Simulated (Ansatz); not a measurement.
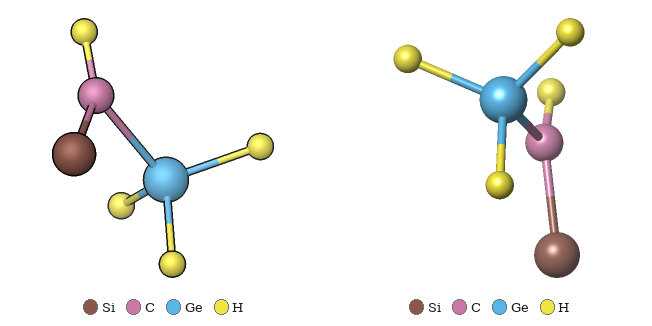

Two views of one molecule.

Computed geometry: PBE0-D4/def2-TZVP optimisation. No frequency run is at hand to confirm it as a minimum.

**Give the formula.**

CH4GeSi, 7 atoms: 1 carbon, 4 hydrogen, 1 germanium and 1 silicon.

**What is the point group of this geometry?**

Cs.

The parts below concern this one geometry. Atoms keep their numbers from picture to picture.

### Geometry

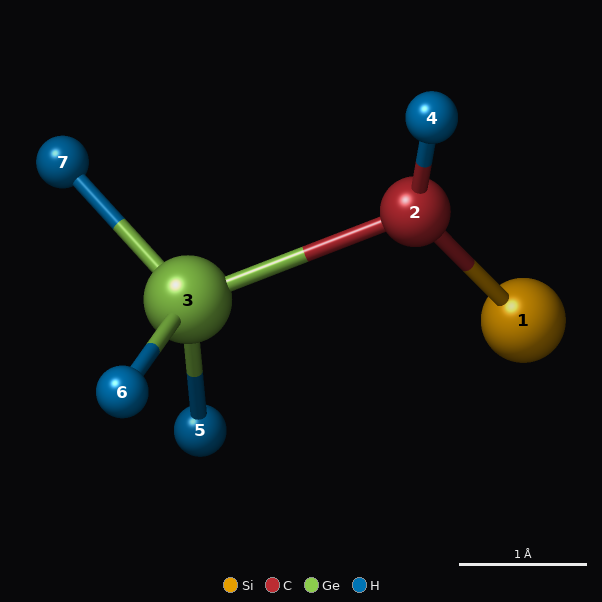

No frequency run is at hand to confirm it as a minimum.

List the bonds and their lengths.

| bond | length (Å) |
| --- | --- |
| Si1–C2 | 1.692 |
| C2–Ge3 | 1.950 |
| C2–H4 | 1.082 |
| Ge3–H5 | 1.554 |
| Ge3–H6 | 1.538 |
| Ge3–H7 | 1.538 |

### Electronic properties

No frequency run is at hand to confirm it as a minimum. Method: RKS PBE0-D4/def2-TZVPP (Ansatz 0.2.0).

Predict the main results.

- HOMO energy (Kohn–Sham orbital): −6.74 eV
- LUMO energy (Kohn–Sham orbital): −2.18 eV
- HOMO–LUMO gap: 4.56 eV
- dispersion correction: −13.3 kJ/mol

### Dipole moment

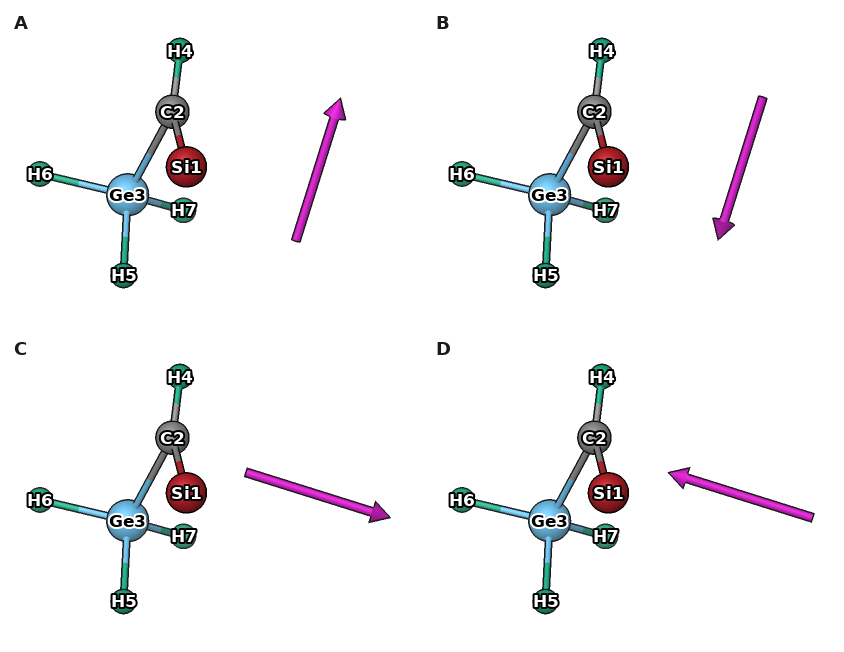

The same molecule four times, each with an arrow. No frequency run is at hand to confirm it as a minimum. Level of theory: RKS PBE0-D4/def2-TZVP (Ansatz 0.2.0).

**Which arrow points along the dipole moment, from the negative to the positive end?**

A. The dipole moment is 0.40 D; it points from the side of H5 to the side of H4 (the outermost atoms at the two ends).

### Charges

The questions are on Mulliken charges. No frequency run is at hand to confirm it as a minimum. Level of theory: RKS PBE0-D4/def2-TZVP (Ansatz 0.2.0).

**Which atom carries the highest charge (most positive or least negative)?**

H4 (0.16 e).

**And the lowest?**

C2 (−0.39 e).

List the Mulliken charges.

| atom | value (e) |
| --- | --- |
| Si1 | 0.12 |
| C2 | −0.39 |
| Ge3 | 0.09 |
| H4 | 0.16 |
| H5 | 0.01 |
| H6 | 0.00 |
| H7 | 0.00 |

Mulliken values depend strongly on the basis set and can even reverse the polarity of a bond.
